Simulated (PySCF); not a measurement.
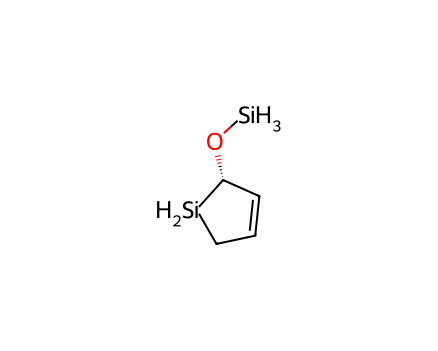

The geometry was computed by an optimisation with GFN2-xTB. No frequency run is at hand to confirm it as a minimum. Properties computed with PBE0/pcSseg-1, gas phase (PySCF 2.14.0).

Give the dipole moment at this level.

Answer. 1.26 D.

Estimate the HOMO energy (Kohn–Sham orbital).

Answer. −7.14 eV.

Give the HOMO–LUMO gap at this level.

Answer. 7.16 eV.

The geometry is semi-empirical. Around Si such bond lengths and angles can be off by a tenth of an ångström or more and by several degrees, and values that hang on the shape move with them.
